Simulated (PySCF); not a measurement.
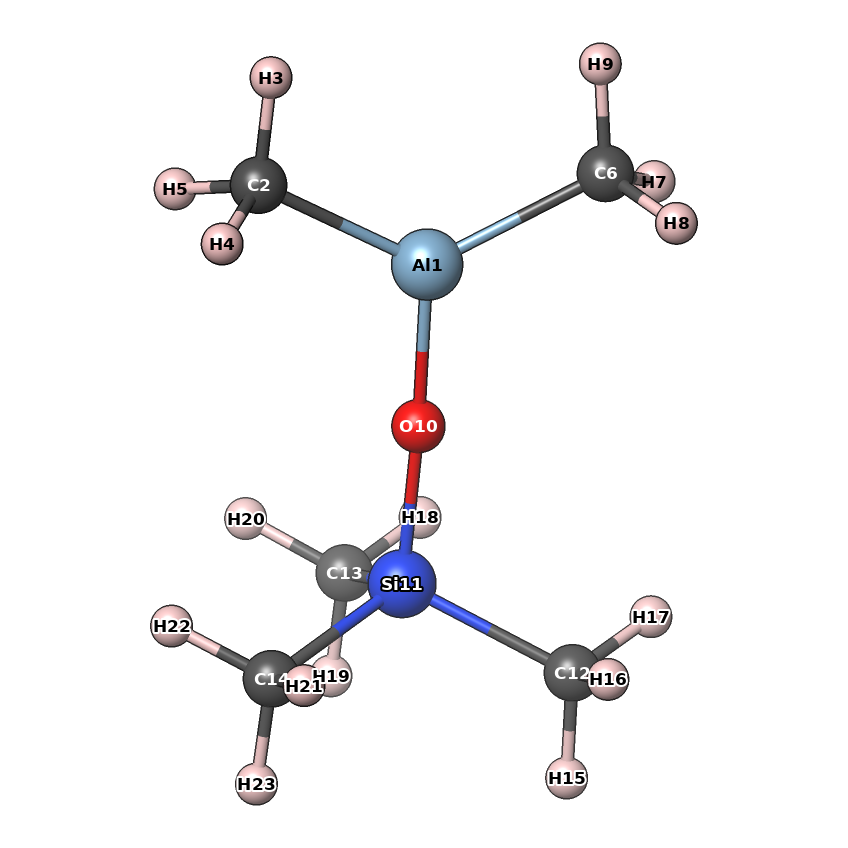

C13 lies behind Si11. The molecule seen a little off the Si11–C13 bond, Si11 in front. Atoms fade into the background with distance from the viewer. The geometry was computed by an optimisation with PBE0-D3(BJ)/def2-SVP. No frequency run is at hand to confirm it as a minimum.

What is the torsion angle O10–Si11–C13–H18? The sign is positive where the front bond must turn clockwise to cover the back bond.

61°, synclinal (gauche). The bonds about Si11–C13 are staggered.
